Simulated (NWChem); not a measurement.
**B3LYP/MIDI! run of SOF2 (thionyl fluoride)**

What is the vertical ionisation energy of SOF2 (thionyl fluoride) at B3LYP/MIDI!? 

The results are computed with NWChem 7.3.0.

## 1. The structure to begin with

SOF2: 4 atoms, total charge 0, spin state singlet. As SMILES, `O=S(F)F`. Geometry: relaxed at PBE0-D4/def2-TZVP.

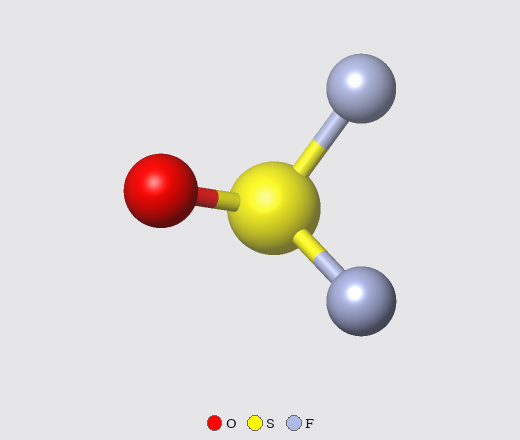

The structure, seen from a chosen angle (oxygen red, sulfur yellow, fluorine light blue).

## 2. The energy at B3LYP/MIDI!

Input file f2os.nw:

```
start f2os
memory total 2200 mb

geometry noautosym nocenter noautoz
O     0.932400    0.066600   -1.017800
S    -0.151300   -0.426200   -0.245700
F    -1.124400    0.804200    0.000400
F     0.343300   -0.444600    1.263100
end

basis spherical bse
* library "MIDI!"
end

dft
xc b3lyp
grid fine
convergence energy 1e-08
iterations 100
mulliken
print low
end

task dft
```

Command:

```bash
$ nwchem f2os.nw > f2os.out
```

Standard output:

```text
[...]
 d= 0,ls=0.0,diis     1   -669.3880724275 -8.63D+02  3.46D-02  1.38D+00     1.0
[...]
 d= 0,ls=0.0,diis    10   -669.5473083434 -2.19D-09  3.47D-07  1.64D-09     5.8
         Total DFT energy =     -669.547308343361
      One electron energy =    -1311.509434063271
           Coulomb energy =      503.063076020244
    Exchange-Corr. energy =      -55.030481480334
 Nuclear repulsion energy =      193.929531180000
[...]
      Total Density - Mulliken Population Analysis
     ---------------------------------------------
    Atom       Charge   Shell Charges
 -----------   ------   -------------------------------------------------------
    1 O    8     8.13   1.99  1.02  0.76  2.04  2.28  0.03
    2 S   16    15.56   2.00  2.00  1.27  0.45  5.93  2.00  1.18  0.73
    3 F    9     9.15   1.99  1.06  0.86  2.42  2.81  0.01
    4 F    9     9.15   1.99  1.06  0.86  2.42  2.81  0.01
[...]
```

Wall time 6.6 s (1 thread of AMD EPYC 7R43 (Zen 3), shared host); peak memory 0.11 GiB.

## 3. The doublet cation

Input file f2os.xyz:

```xyz
4

O      0.932400     0.066600    -1.017800
S     -0.151300    -0.426200    -0.245700
F     -1.124400     0.804200     0.000400
F      0.343300    -0.444600     1.263100
```

Input file f2os.nw:

```
start f2os
memory total 2200 mb
charge 1

geometry units angstrom noautosym nocenter noautoz
  load f2os.xyz
end

basis spherical bse
  * library "MIDI!"
end

dft
  xc b3lyp
  mult 2
  grid fine
  convergence energy 1e-08
  iterations 100
  mulliken
  print low
end

task dft energy
```

Command:

```bash
$ nwchem f2os.nw > f2os.out
```

Standard output:

```text
[...]
 d= 0,ls=0.0,diis     1   -668.9098571070 -8.63D+02  1.69D-02  4.44D-01     1.5
[...]
 d= 0,ls=0.0,diis    13   -669.1071103884 -1.06D-09  3.52D-07  1.41D-09    10.4
[...]
         Total DFT energy =     -669.107110388394
      One electron energy =    -1297.128215169958
           Coulomb energy =      488.600365513124
    Exchange-Corr. energy =      -54.508791911560
 Nuclear repulsion energy =      193.929531180000
[...]
      Total Density - Mulliken Population Analysis
     ---------------------------------------------
    Atom       Charge   Shell Charges
 -----------   ------   -------------------------------------------------------
    1 O    8     7.79   1.99  1.08  0.72  1.99  1.97  0.04
    2 S   16    15.27   2.00  2.00  1.30  0.26  5.93  2.07  1.01  0.70
    3 F    9     8.97   1.99  1.09  0.84  2.38  2.65  0.01
    4 F    9     8.97   1.99  1.09  0.84  2.38  2.65  0.01
[...]
      <S2> =      0.7596 (Exact =     0.7500)
[...]
```

Wall time 11 s (1 thread of AMD EPYC 7R43 (Zen 3), shared host); peak memory 0.11 GiB.

## 4. What came out

Level: B3LYP/MIDI!.

| quantity | value |
| --- | --- |
| singlet SOF2: total energy | -669.54731 Eh |
| doublet cation: total energy | -669.10711 Eh |
| doublet cation: ⟨S²⟩ | 0.760 |
| vertical ionisation energy (to the doublet cation) | 11.978 eV |

In words: The vertical ionisation energy comes to 11.98 eV (276 kcal/mol).
